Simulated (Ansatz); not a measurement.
Computed scan of one atom of the cell: MgS (rock salt)

Relaxed MgS (rock salt):

```yaml
crystal:
  lattice:
    - [0.00000, 2.60256, 2.60256]
    - [2.60256, 0.00000, 2.60256]
    - [2.60256, 2.60256, 0.00000]
  atoms:
    - { symbol: S, position: [0.00000, 0.00000, 0.00000] }
    - { symbol: Mg, position: [0.50000, 0.50000, 0.50000] }
```

In this cell atom 2 (Mg, nearest neighbour S at 2.603 Å; its periodic images, 3.7 Å or more away, move with it) is moved by s along Cartesian z, unit vector (0.000, 0.000, 1.000); all other atoms and the cell stay fixed.

These are r2SCAN (plane waves to 500 eV, PAW, scalar-relativistic; Ansatz, a quantum-chemistry and plane-wave program) values and carry that method's errors. k mesh 9×9×9 (Γ-centred), Fermi-Dirac smearing 0.05 eV. E stands for the smeared free energy. Left out: 2 of 11 points, with atoms too close for the PAW data. F∥ is the force on the atom along that direction. MgS was relaxed with its symmetry unable to fall. The PAW data are Ansatz's earlier set. ΔE is measured from the undisplaced structure.

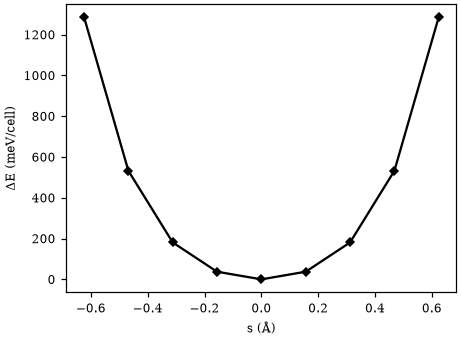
Figure. ΔE (meV/cell) against s (Å); computed points joined by lines.

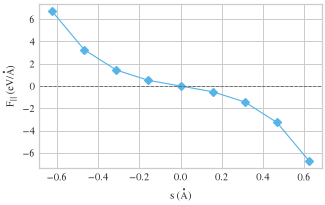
Figure: F∥ (eV/Å) against s (Å); computed points joined by lines.

The energy at s = 0.624 Å is 1286 meV/cell. The force along the line at s = -0.624 Å is 6.73 eV/Å. Shape of the curve: a single well with its minimum at or next to zero displacement. Symmetry of the curve: even: the same for both signs.

With its periodic images moving along, the atom's site symmetry in this cell is m-3m.

(For displaced atoms, the force is minus the slope of the energy, and its curvature is a force constant, which sets phonon frequencies.)
